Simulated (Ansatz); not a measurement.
```xyz
9

Si    0.2610    0.0426    0.0175
O     0.4961   -0.1219    1.6649
H    -0.2924   -0.3040    2.2122
H     1.6943    0.2218   -0.2039
C    -0.7966    1.4984   -0.5453
H    -1.8729    1.3502   -0.3524
H    -0.4812    2.4397   -0.0664
H    -0.6727    1.6140   -1.6378
H    -0.2745   -1.2023   -0.6452
```

Not at a stationary point (largest force 1.1 eV/Å).

Level of theory: RKS PBE-D4/6-31G* in Ansatz.

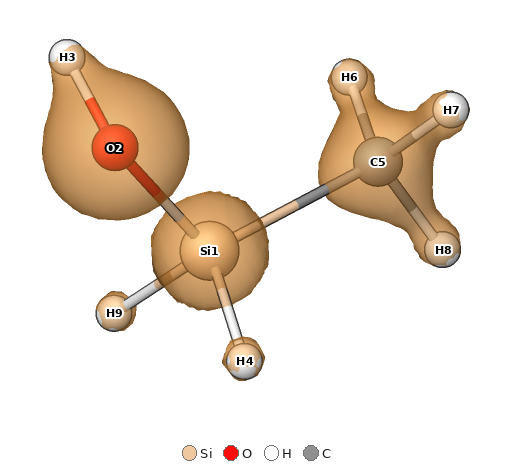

CH6OSi. Isosurface of the electron density at 1.5 e/Å³ (orange), seen at a tilt.

> How is the density connected at this value?

At this value the surface falls into five separate pieces. It bridges the sampled O–H (0.98 Å) and C–H (1.10 Å) contacts, where the density stays above the isovalue. It is pinched off along the sampled Si–O (1.67 Å) and C–Si (1.89 Å) contacts. On the grid the lowest density along these lines, outside the cores, is 0.91 e/Å³ (Si–O, 1.67 Å), 0.79 e/Å³ (C–Si, 1.89 Å), 2.2 e/Å³ (O–H, 0.98 Å) and 1.7 e/Å³ (C–H, 1.10 Å).
